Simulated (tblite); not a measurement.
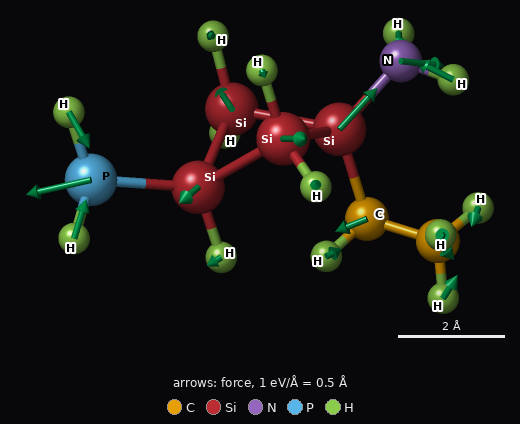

Starting geometry of C2H14NPSi4 with the computed forces as green arrows. The picture is a ball-and-stick view, seen at a tilt.

All numbers below come from GFN2-xTB geometry optimisation, gas phase (tblite 0.8.0). 

**Is this structure relaxed? If not, where do the atoms go?**

It isn't relaxed: the largest force vector, on the P atom, is 2.60 eV/Å. The final displacements have little in common with the starting forces (cosine between the two patterns 0.15). The atom that moves furthest after the best rigid fit is an H atom (2.46 Å). Largest moves by element: H 2.46 Å, P 1.41 Å, Si 1.09 Å, C 0.74 Å, N 0.68 Å. Near-neighbour distances that change, for instance: Si–Si 3.034 → 3.406 Å, Si–Si 2.978 → 3.324 Å, Si–Si 2.242 → 2.395 Å, Si–Si 2.234 → 2.372 Å. Bond angles that change, for instance: Si–P–H 116.7° → 94.1°, H–P–H 114.2° → 91.8°, P–Si–H 116.1° → 100.6°. Groups turn about Si–Si by about 45°, Si–Si by about 40°, C–Si by about 30°. After 168 geometry steps the energy has fallen by 227.4 kJ/mol.
